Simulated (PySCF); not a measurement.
**C5H4AlF3O3 (SMILES O=C(C1=C[O][AlH2-][O+]=C1)C(F)(F)F): density, localisation and related maps**

```yaml
atoms:
  - { symbol: O, position_ang: [1.8663, -1.7984, -0.5401] }
  - { symbol: C, position_ang: [1.5309, -0.7647, -0.0160] }
  - { symbol: C, position_ang: [0.1379, -0.3025, 0.0579] }
  - { symbol: C, position_ang: [-0.2569, 0.9329, 0.6167] }
  - { symbol: O, position_ang: [-1.4420, 1.3486, 0.6773] }
  - { symbol: Al, position_ang: [-3.0228, 0.5258, 0.0838] }
  - { symbol: O, position_ang: [-2.0703, -0.9818, -0.5141] }
  - { symbol: C, position_ang: [-0.8320, -1.1834, -0.4794] }
  - { symbol: C, position_ang: [2.6294, 0.1210, 0.6234] }
  - { symbol: F, position_ang: [2.3795, 0.3046, 1.9247] }
  - { symbol: F, position_ang: [2.6532, 1.3276, 0.0432] }
  - { symbol: F, position_ang: [3.8141, -0.4325, 0.4942] }
  - { symbol: H, position_ang: [0.5074, 1.6057, 1.0359] }
  - { symbol: H, position_ang: [-3.8848, 0.1162, 1.3459] }
  - { symbol: H, position_ang: [-3.5609, 1.3125, -1.1796] }
  - { symbol: H, position_ang: [-0.4609, -2.1326, -0.9006] }
```

Geometry: PBE0-D3(BJ)/def2-SVP.

Method: PySCF 2.14.0, PBE0/pcSseg-1, SCF density, gas phase, non-relativistic.

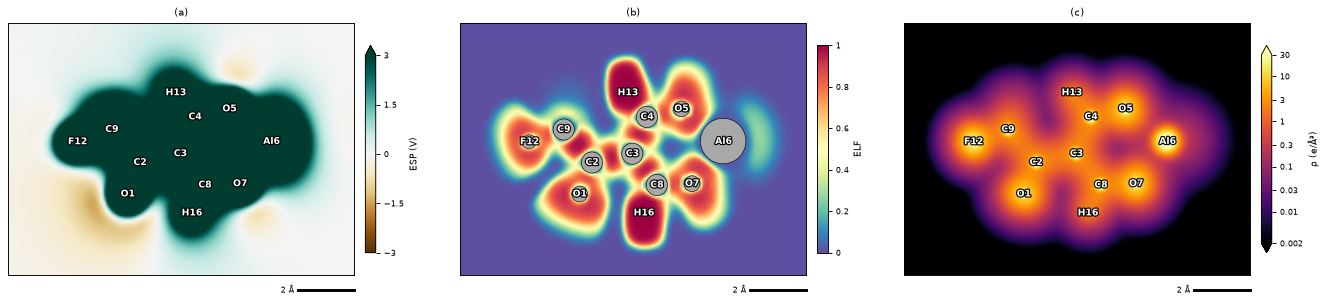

Figure 1. (a) molecular electrostatic potential; (b) electron localisation function; (c) electron density on the plane of atoms O5, C4 and H13. Grey discs cover the atomic cores in the ELF map.

Question: What do the fields say about this system?

Answer: The plane passes through O, C, Al, F and H nuclei.
C–O (1.21 Å): the density is about 3.3 e/Å³ at the midpoint; the ELF peaks at about 0.85 between the atoms: a short, multiple covalent bond.
C–F (1.31 Å): ρ at the midpoint is about 2.5 e/Å³; the ELF peaks at about 0.85 between the atoms; a polar covalent bond.
C–C (1.41 Å): the density is about 2 e/Å³ at the midpoint; the ELF peaks at about 0.95 between the atoms, as expected for a covalent bond.
Al–O (1.88 Å): ρ is about 0.56 e/Å³ halfway; the ELF peaks at about 0.90 in the valence shell of O, 0.6 Å from its nucleus, and is about 0.50 at the midpoint.
C–H (1.10 Å): the density is about 2.1 e/Å³ at the midpoint; the ELF climbs to about 1 towards the hydrogen, as it does in any bond to H (a covalent bond by its length).
The ELF also peaks beside O1, O7, F12 and O5, away from the bonds: lone-pair regions.
Outside the dense part of the molecule the potential is most negative (−1.5 V) near O1.

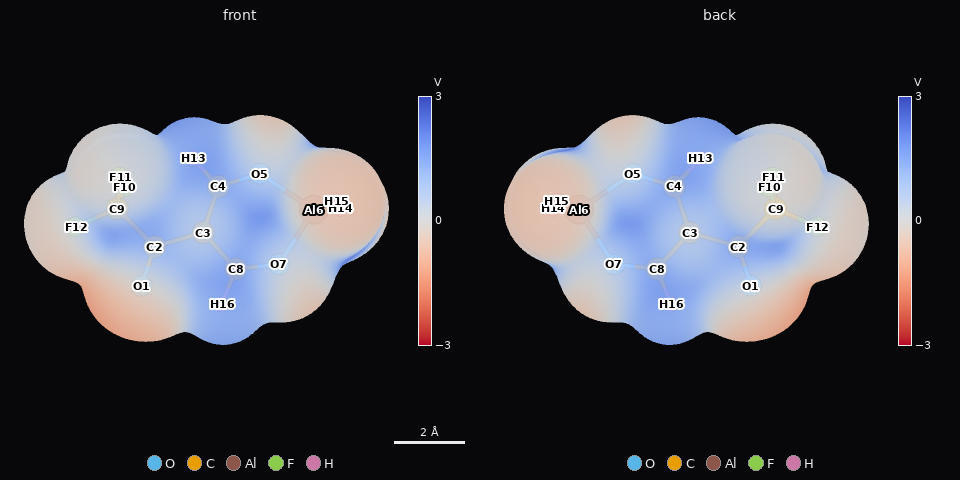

Figure 2. The molecular electrostatic potential painted on the density surface at 0.002 e/bohr³, seen from the front and from behind; red is negative and blue positive.

Question: Where is the surface potential most negative and most positive?

Answer: The most negative region (about −1.2 V, or −28 kcal/mol for a unit charge) lies over O1, the most positive (about +2.0 V, or +46 kcal/mol for a unit charge) over Al6. O1 is the likeliest acceptor of a hydrogen bond.
